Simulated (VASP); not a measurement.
Band structure of ScS (space group Pm-3m). All values below come from PBE GGA, VASP's PBE PAW potentials (set 64) (plane waves; VASP).

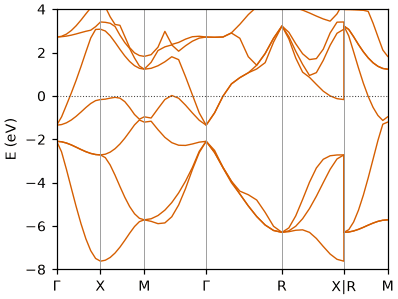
Figure. Bands along high-symmetry lines, zero at the valence-band maximum or, without a gap, the Fermi level

**Question.** Read the plot: is there a gap, and where are the band edges?

**Answer.** It has no gap at this level: it comes out as a metal or semimetal.

The structure was generated: ScS was put into an ordered model structure, which need not be its known phase. The cell was not relaxed at this level. The electron count is odd and the run is not spin-polarised, which forces a metal.
